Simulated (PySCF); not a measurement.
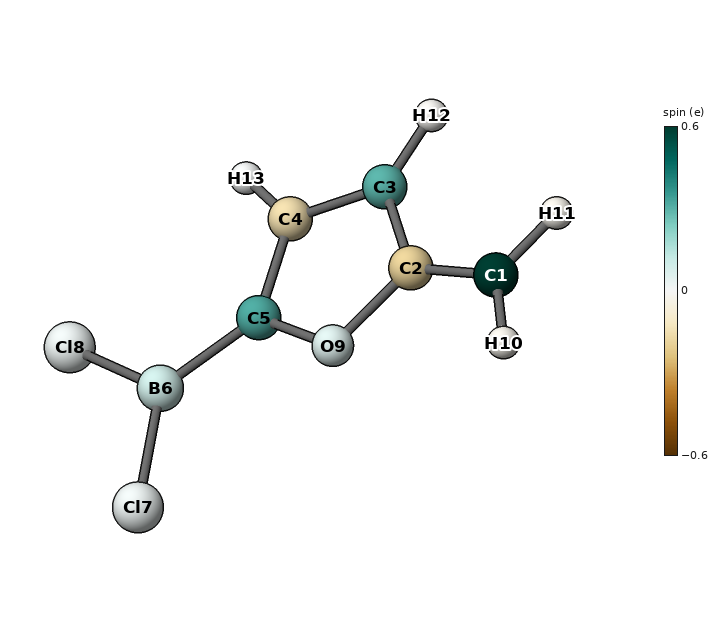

Atoms are coloured by their Mulliken spin populations. The species is neutral and a spin doublet. The computed structure is the end point of a GFN2-xTB optimisation. No frequency run is at hand to confirm it as a minimum. Level of theory: UKS B3LYP, pcH-1 on B C Cl H O, non-relativistic (PySCF 2.14.0).

> Which atom carries the largest spin population?

C1 (0.59 e).

> Which atom has the lowest spin population?

C2 (−0.19 e); a negative value comes from spin polarisation.

List the Mulliken spin populations.

```json
{"atom": "C1", "value (e)": "0.59"}
{"atom": "C2", "value (e)": "−0.19"}
{"atom": "C3", "value (e)": "0.30"}
{"atom": "C4", "value (e)": "−0.16"}
{"atom": "C5", "value (e)": "0.31"}
{"atom": "B6", "value (e)": "0.09"}
{"atom": "Cl7", "value (e)": "0.02"}
{"atom": "Cl8", "value (e)": "0.02"}
{"atom": "O9", "value (e)": "0.06"}
{"atom": "H10", "value (e)": "−0.03"}
{"atom": "H11", "value (e)": "−0.03"}
{"atom": "H12", "value (e)": "−0.01"}
{"atom": "H13", "value (e)": "0.01"}
```

Mulliken values depend strongly on the basis set. The geometry is semi-empirical. Around B such bond lengths and angles can be off by a tenth of an ångström or more and by several degrees, and values that hang on the shape move with them.
